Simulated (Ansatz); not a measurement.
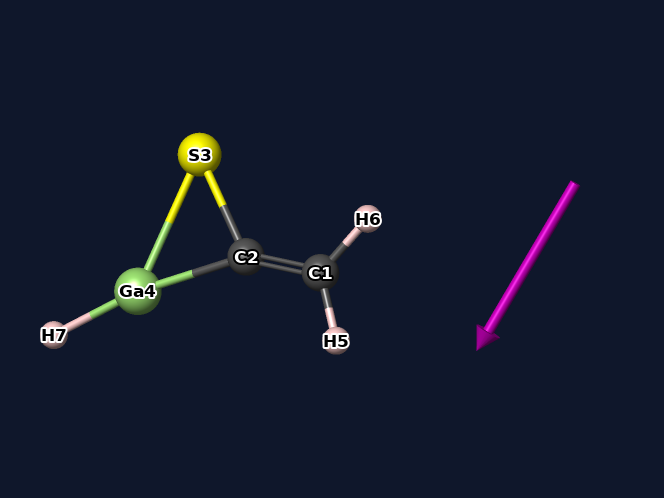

The arrow beside the molecule shows the direction of the dipole moment, from the negative to the positive end (its length means nothing). The geometry was computed by an optimisation with PBE-D4/def2-SVP. No frequency run is at hand to confirm it as a minimum. Level of theory: RKS PBE-D4/def2-SVP (Ansatz 0.2.0).

Q: How large is the dipole moment?

A: 2.33 D; it points from the side of H6 to the side of H7 (the outermost atoms at the two ends).
